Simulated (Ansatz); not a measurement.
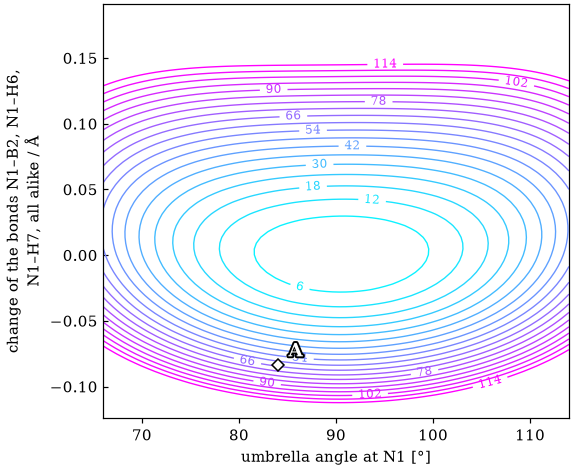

C₂H₅BBrN, SMILES NB1CC1Br. The first coordinate is: umbrella angle at N1 (between each of its bonds and their common axis; 90 is planar); the second: change of the bonds N1–B2, N1–H6, N1–H7, all alike. Nothing is relaxed (all other coordinates rigid). The grid has 9 × 9 points. Points are written as (first, second). Energies are in kJ/mol, from the relaxed molecule at the same level. These are results of RKS BHLYP-D4/def2-SVP in Ansatz, not measurements.

The picture shows contour lines labelled in kJ/mol (none above 114), the point A. Between grid points the surface is interpolated.

**Is A at rest? If not, where is it pushed?**

A, at (84°, −0.084 Å), is not a stationary point. The computed force is 1.5 kJ/mol for each degree towards larger values of the first coordinate and 1600 kJ/mol for each Å towards larger values of the second coordinate.
